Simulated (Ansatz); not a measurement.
# Convergence study of the k-point mesh for TaBeB (P3m1, 3 atoms in the cell)

```yaml
crystal:
  lattice:
    - [3.24015, 0.00000, 0.00000]
    - [-1.62007, 2.80605, 0.00000]
    - [0.00000, 0.00000, 3.23636]
  atoms:
    - { symbol: Ta, position: [0.00000, 0.00000, 0.01545] }
    - { symbol: Be, position: [0.33333, 0.66667, 0.50000] }
    - { symbol: B, position: [0.66667, 0.33333, 0.50000] }
```

Method: LDA (PW92), default PAW files made with PBE (plane waves; Ansatz, an electronic-structure program).

Base settings: basis.ecutwfc = 420 eV; kpoints.mp_grid.grid = 12 12 10; hamiltonian.xc = lda; hamiltonian.pseudopotentials = {kind: paw} (the program's default PAW files); scf.occupations.method = fermi_dirac; scf.occupations.width = 0.1 eV.

The second cell is the first with its lattice scaled by 0.98.

Only quantities that move along the ladder and can be compared are tabulated.

The count of work is k-points × plane waves × bands × iterations; it is no time. Core times come from one kind of shared machine, to one figure; runs under 30 s give none.

The starting cell comes from a database of computed structures (which also holds hypothetical and non-ambient phases and stackings), without a prior relaxation at this level. Its lattice was rescaled by up to half a per cent. One atom was moved a little off its site on purpose. Spin polarisation is off. In the base run, with a pressure of about -6 GPa the cell is away from its equilibrium volume at this level. Ansatz's pressure includes its estimate of the finite-basis (Pulay) stress.

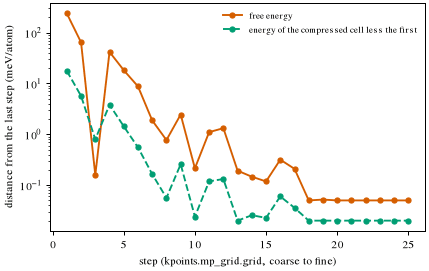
Figure: Distance from the last step along the ladder; very small values are drawn at a floor.

| kpoints.mp_grid.grid | free energy less the last step's (meV/atom) | energy of the compressed cell less the first (meV/atom) | pressure (GPa) | largest difference of a force vector from the last step's (eV/Å) | count of work / last | core time / last (rough) |
|---|---|---|---|---|---|---|
| 2 2 2 | 238.21 | 22.35 | -2.02 | 0.644 | 0.00093 | – |
| 3 3 2 | 64.53 | 10.40 | -5.07 | 0.061 | 0.0014 | – |
| 3 3 3 | -0.16 | 5.52 | -6.34 | 0.018 | 0.0016 | – |
| 4 4 3 | 41.71 | 8.53 | -5.52 | 0.085 | 0.0021 | – |
| 4 4 4 | 18.26 | 6.16 | -6.13 | 0.111 | 0.0030 | – |
| 5 5 4 | 8.75 | 5.28 | -6.36 | 0.063 | 0.0040 | – |
| 6 6 5 | 1.88 | 4.56 | -6.54 | 0.046 | 0.0063 | – |
| 7 7 6 | -0.77 | 4.67 | -6.53 | 0.007 | 0.0093 | – |
| 7 7 7 | -2.45 | 4.47 | -6.58 | 0.008 | 0.010 | – |
| 8 8 7 | -0.21 | 4.70 | -6.51 | 0.006 | 0.013 | – |
| 9 9 8 | 1.10 | 4.84 | -6.47 | 0.006 | 0.019 | – |
| 10 10 9 | 1.32 | 4.86 | -6.47 | 0.007 | 0.024 | – |
| 11 11 10 | 0.19 | 4.73 | -6.50 | 0.002 | 0.032 | – |
| 12 12 10 | 0.15 | 4.75 | -6.50 | 0.001 | 0.038 | – |
| 12 12 11 | 0.12 | 4.75 | -6.50 | 0.000 | 0.040 | – |
| 14 14 12 | 0.32 | 4.78 | -6.49 | 0.001 | 0.058 | – |
| 15 15 13 | 0.21 | 4.76 | -6.50 | 0.002 | 0.070 | – |
| 17 17 15 | 0.04 | 4.73 | -6.50 | 0.001 | 0.10 | – |
| 19 19 16 | 0.05 | 4.74 | -6.50 | 0.000 | 0.13 | – |
| 21 21 18 | 0.03 | 4.73 | -6.50 | 0.000 | 0.18 | – |
| 23 23 20 | 0.01 | 4.73 | -6.50 | 0.000 | 0.24 | 0.2 |
| 25 25 22 | 0.01 | 4.73 | -6.50 | 0.000 | 0.30 | 0.3 |
| 28 28 24 | 0.00 | 4.73 | -6.51 | 0.000 | 0.41 | 0.4 |
| 31 31 27 | 0.00 | 4.73 | -6.51 | 0.000 | 0.55 | 0.6 |
| 34 34 30 | 0.00 | 4.72 | -6.51 | 0.000 | 0.74 | 0.7 |
| 38 38 33 | 0.00 | 4.72 | -6.51 | 0.000 | 1.0 | 1 |

Coarsest kpoints.mp_grid.grid that holds the energy of the compressed cell less the first within 0.2 meV/atom of the last step, with all finer ones: 8 8 7, at 0.013 of the last step's count of work; the step before is off by 0.26 meV/atom.

Coarsest kpoints.mp_grid.grid that holds the free energy within 5 meV/atom of the last step, with all finer ones: 6 6 5, at 0.0063 of the last step's count of work; the step before is off by 8.7 meV/atom.

Coarsest kpoints.mp_grid.grid that holds the forces within 0.005 eV/Å of the last step, with all finer ones: 11 11 10, at 0.032 of the last step's count of work; the step before is off by 0.007 eV/Å.

The energy difference between the two cells stays within 1 meV/atom of the last step's from 5 5 4 on, the total only from 11 11 10 on: much of the error is common to both cells and cancels.

Keys are those of Ansatz 0.2.
